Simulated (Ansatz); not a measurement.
The relaxed structure here is a generated cell of TePb: the first start was made by placing the elements on the sites of a structure type, and the end was not matched to a known phase here, so it may be hypothetical. Known forms of TePb include space group No. 225.

One stationary structure of TePb. Space group F-43m (No. 216), zinc blende type. Method: PBE (plane waves to 420 eV, PAW, scalar-relativistic; Ansatz, a quantum-chemistry and plane-wave program).

Space group F-43m (No. 216); a = b = c = 7.336 Å, α = β = γ = 90.00°

```tsv
atom	site	symmetry	x	y	z
Te	4c	-43m	0.2500	0.2500	0.2500
Pb	4a	-43m	0.0000	0.0000	0.0000
```
(The calculation used a cell of 2 atoms; values per cell refer to that cell.)

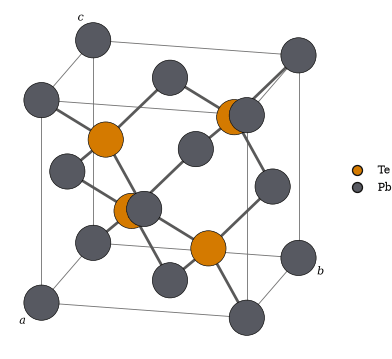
Fig. 1. The conventional cell of the relaxed structure

| Item | Result |
|---|---|
| Volume per atom | 49.34 Å³ |
| Density | 5.63 g/cm³ |
| Band gap | 0.64 eV, indirect (valence top at k = (0.25, -0.5, -0.25), conduction bottom at k = (0, -0.5, -0.5)) (no spin-orbit coupling) |
| Smallest direct gap | 1.20 eV at k = (0, -0.5, -0.5) |
| Shortest distances | Pb–Te 3.18 Å |
| k-mesh | 8×8×8 |

Band energies at high-symmetry points (eV from the VBM; labels of this space group; no spin-orbit coupling), from −5 eV up to 3.8 eV:

```json
[
 {"point": "Γ", "energies": "-1.40 -1.40 -1.40 1.55 1.55 1.55"},
 {"point": "X", "energies": "-2.59 -2.59 -0.57 0.64"},
 {"point": "U", "energies": "-2.96 -2.40 -0.39 1.55 3.55 3.65"},
 {"point": "K", "energies": "-2.96 -2.40 -0.39 1.55 3.55 3.65"},
 {"point": "L", "energies": "-1.93 -1.93 -1.88 2.35 2.35 3.65"},
 {"point": "W", "energies": "-2.82 -2.76 0.00 1.84 2.71 3.68"}
]
```

No spin polarisation in the result. Without spin-orbit coupling the bands of the heavy element are not split, so the gap can be far off.

The run could not lose the symmetry of its start: the end is stationary, and may be a saddle point rather than a minimum.

All atoms sit on sites fixed by symmetry, so only the cell could relax.
